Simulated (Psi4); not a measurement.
# Si2NH6Cl (SMILES N[SiH]([SiH3])Cl): PBE0/6-31G(d) (spherical functions)

What is the vertical singlet–triplet gap of Si2NH6Cl at PBE0/6-31G* (spherical functions)? 

The calculation is run with Psi4 1.11.

1 further run of the same task is left out (set aside as unsound or not needed). Runs told in other sessions of the task aren't counted.

## (1) The structure to begin with

Si2NH6Cl has 10 atoms, charge 0, and is taken as a singlet. SMILES: `N[SiH]([SiH3])Cl`. The coordinates come from a PBE0-D4/def2-TZVP relaxation. This is one conformer, not always the lowest.

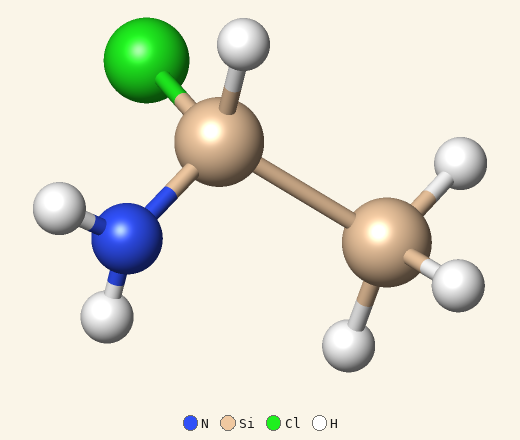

The structure, seen from a chosen angle (nitrogen blue, silicon light orange, chlorine green, hydrogen white).

## (2) Energy and forces at PBE0/6-31G(d) (spherical functions)

Input file calc.inp:

```
memory 2200 MB

molecule mol {
  0 1
  N     -0.94561895     3.09990673    -0.90064347
  Si    -0.16761871     0.04610932    -1.57735440
  Si     1.28123431    -1.94792969     2.08550175
  Cl    -3.15508674    -2.14635093    -2.90715467
  H     -2.01595983     3.50978833     0.61964120
  H     -1.24268390     4.35071646    -2.30641074
  H      1.68015550     0.11338357    -3.68156444
  H      1.64821913    -4.69143408     1.61590481
  H     -0.63513695    -1.61344817     4.11865809
  H      3.70934341    -0.81749552     2.93928001
  units au
  symmetry c1
}

set basis 6-31G*
set reference rks
set puream true
set e_convergence 1e-09
set d_convergence 1e-08
set scf_type pk
set dft_radial_points 99
set dft_spherical_points 590

gradient("pbe0")
```

Started as:

```bash
$ psi4 calc.inp calc.out -n 1
```

calc.out:

```text
[...]
  Running in c1 symmetry.
[...]
  Nuclear repulsion =  274.285791812943842
[...]
  Multiplicity = 1
[...]
  Nalpha       = 29
  Nbeta        = 29
[...]
    Number of basis functions: 80
[...]
   @RKS iter   1: -1096.87944589141489   -2.29525e-01   8.41922e-03 DIIS/ADIIS
[...]
   @RKS iter  11: -1097.09240362674564   -3.18323e-12   6.78251e-09 DIIS
[...]
    Orbital Energies [Eh]
    ---------------------
    Doubly Occupied:
       1A   -101.677048     2A    -66.284402     3A    -66.234287
       4A    -14.390913     5A     -9.509429     6A     -7.241789
       7A     -7.236316     8A     -7.236106     9A     -5.364579
      10A     -5.325621    11A     -3.699699    12A     -3.697446
      13A     -3.696629    14A     -3.658351    15A     -3.658241
      16A     -3.658160    17A     -0.893702    18A     -0.832813
      19A     -0.583681    20A     -0.534712    21A     -0.520103
      22A     -0.434045    23A     -0.396403    24A     -0.366957
      25A     -0.363975    26A     -0.354234    27A     -0.327818
      28A     -0.295964    29A     -0.286384
[...]
  @RKS Final Energy: -1097.09240362674564
   => Energetics <=
    Nuclear Repulsion Energy =            274.2857918129438417
    One-Electron Energy =               -2063.0230800167128109
    Two-Electron Energy =                 751.2486820834220680
    DFT Exchange-Correlation Energy =     -59.6037975063989123
    Empirical Dispersion Energy =           0.0000000000000000
    VV10 Nonlocal Energy =                  0.0000000000000000
    Total Energy =                      -1097.0924036267458632
[...]
 Multipole Moments:
 ------------------------------------------------------------------------------------
     Multipole            Electronic (a.u.)      Nuclear  (a.u.)        Total (a.u.)
 ------------------------------------------------------------------------------------
 L = 1.  Multiply by 2.5417464519 to convert [e a0] to [Debye]
 Dipole X            :         -4.9584206            5.1239089            0.1654883
 Dipole Y            :         -2.4716349            3.3380572            0.8664223
 Dipole Z            :         -4.9607641            5.2462556            0.2854915
 Magnitude           :                                                    0.9271350
[...]
  -Total Gradient:
     Atom            X                  Y                   Z
    ------   -----------------  -----------------  -----------------
       1       -0.001426188800    -0.004107692256    -0.001372441176
       2       -0.004097056151     0.004707434569    -0.001452120131
       3        0.000422983093    -0.001123523587     0.001415161949
       4        0.003940581176     0.002870296706     0.002355416170
       5        0.001943527096    -0.000678396626    -0.002881244585
       6        0.000601442211    -0.002183014409     0.002772412540
       7       -0.000639436371    -0.000289152723     0.000717995347
       8       -0.000260548995     0.001099110040    -0.000066873022
       9        0.000489628067     0.000049214801    -0.000978792084
      10       -0.000971712960    -0.000343378798    -0.000514354811
[...]
```

Wall time 14 s (1 thread of AMD EPYC 9R45 (Zen 5), shared host); peak memory 1.3 GiB.

## (3) The triplet: a single-point energy at UPBE0/6-31G(d) (spherical functions)

Input file clh6nsi2.json:

```json
{
  "schema_name": "qcschema_input",
  "schema_version": 1,
  "molecule": {
    "schema_name": "qcschema_molecule",
    "schema_version": 2,
    "symbols": ["N", "Si", "Si", "Cl", "H", "H", "H", "H", "H", "H"],
    "geometry": [-0.94561895, 3.09990673, -0.90064347, -0.16761871, 0.04610932, -1.5773544, 1.28123431, -1.94792969, 2.08550175, -3.15508674, -2.14635093, -2.90715467, -2.01595983, 3.50978833, 0.6196412, -1.2426839, 4.35071646, -2.30641074, 1.6801555, 0.11338357, -3.68156444, 1.64821913, -4.69143408, 1.61590481, -0.63513695, -1.61344817, 4.11865809, 3.70934341, -0.81749552, 2.93928001],
    "molecular_charge": 0,
    "molecular_multiplicity": 3,
    "fix_symmetry": "c1"
  },
  "driver": "energy",
  "model": {
    "method": "pbe0",
    "basis": "6-31G*"
  },
  "keywords": {
    "reference": "uks",
    "puream": true,
    "e_convergence": 1e-09,
    "d_convergence": 1e-08,
    "scf_type": "pk",
    "dft_radial_points": 99,
    "dft_spherical_points": 590,
    "maxiter": 100
  }
}
```

Started as:

```bash
$ psi4 --qcschema clh6nsi2.json -n 1 --memory 2200MB
```

stdout:

```text
[...]
  Running in c1 symmetry.
[...]
  Nuclear repulsion =  274.285791812943842
[...]
  Multiplicity = 3
[...]
  Nalpha       = 30
  Nbeta        = 28
[...]
    Number of basis functions: 80
[...]
   @UKS iter   1: -1096.58333130749634    6.65891e-02   9.13759e-03 ADIIS/DIIS
[...]
   @UKS iter  24: -1096.86508420906603   -5.34328e-11   8.51790e-09 DIIS
[...]
   @S^2 Observed:                2.006130726E+00
[...]
    Orbital Energies [Eh]
    ---------------------
    Alpha Occupied:
       1A   -101.708318     2A    -66.305088     3A    -66.263441
       4A    -14.428801     5A     -9.539213     6A     -7.273281
       7A     -7.266697     8A     -7.264931     9A     -5.383163
      10A     -5.349335    11A     -3.718787    12A     -3.717495
      13A     -3.714672    14A     -3.686595    15A     -3.680980
      16A     -3.680110    17A     -0.930975    18A     -0.859895
      19A     -0.611369    20A     -0.557275    21A     -0.542647
      22A     -0.461318    23A     -0.417240    24A     -0.387648
      25A     -0.373319    26A     -0.370365    27A     -0.352029
      28A     -0.333976    29A     -0.327412    30A     -0.070431
    Alpha Virtual:
[...]
  @UKS Final Energy: -1096.86508420906603
   => Energetics <=
    Nuclear Repulsion Energy =            274.2857918129438417
    One-Electron Energy =               -2061.6383901536173653
    Two-Electron Energy =                 750.0326082858130121
    DFT Exchange-Correlation Energy =     -59.5450941542055361
    Empirical Dispersion Energy =           0.0000000000000000
    VV10 Nonlocal Energy =                  0.0000000000000000
    Total Energy =                      -1096.8650842090660262
  UHF NO Occupations:
  HONO-2 :   28  A 1.9981183
  HONO-1 :   29  A 1.0000000
[...]
 Multipole Moments:
 ------------------------------------------------------------------------------------
     Multipole            Electronic (a.u.)      Nuclear  (a.u.)        Total (a.u.)
 ------------------------------------------------------------------------------------
 L = 1.  Multiply by 2.5417464519 to convert [e a0] to [Debye]
 Dipole X            :         -5.2403828            5.1239089           -0.1164739
 Dipole Y            :         -2.4214924            3.3380572            0.9165648
 Dipole Z            :         -5.0571330            5.2462556            0.1891226
 Magnitude           :                                                    0.9430931
[...]
```

The result, in JSON:

```text
{
 "driver": "energy",
 "model": {
  "method": "pbe0",
  "basis": "6-31G*"
 },
 "success": true,
 "return_result": -1096.865084209066,
 "properties": {
  "calcinfo_nbasis": 80,
  "calcinfo_nmo": 80,
  "calcinfo_nalpha": 30,
  "calcinfo_nbeta": 28,
  "calcinfo_natom": 10,
  "nuclear_repulsion_energy": 274.28579181294384,
  "return_energy": -1096.865084209066,
  "scf_one_electron_energy": -2061.6383901536174,
  "scf_two_electron_energy": 750.032608285813,
  "scf_xc_energy": -59.545094154205536,
  "scf_dipole_moment": [-0.1164738743524909, 0.9165648284382066, 0.18912257776234398],
  "scf_total_energy": -1096.865084209066,
  "scf_iterations": 24
 }
}
```

Wall time 29 s (1 thread of AMD EPYC 9R45 (Zen 5), shared host); peak memory 1.3 GiB.

## (4) Summary of results

Level: PBE0/6-31G* (spherical functions).

```
                                        quantity           value
                           singlet: total energy  -1097.09240 Eh
                          singlet: dipole moment          2.36 D
                            singlet: HOMO energy        -7.79 eV
                            singlet: LUMO energy         0.17 eV
                          singlet: HOMO–LUMO gap         7.97 eV
               singlet: largest force on an atom      0.329 eV/Å
                           triplet: total energy  -1096.86508 Eh
                          triplet: dipole moment          2.40 D
     triplet: HOMO energy (highest over α and β)        -1.92 eV
                                   triplet: ⟨S²⟩           2.006
vertical energy of the triplet above the singlet        6.186 eV
```

In words: At this shape the triplet lies 6.19 eV (143 kcal/mol) above the singlet. The largest force (singlet) is 0.33 eV/Å: the shape isn't a stationary point for this species at this level.
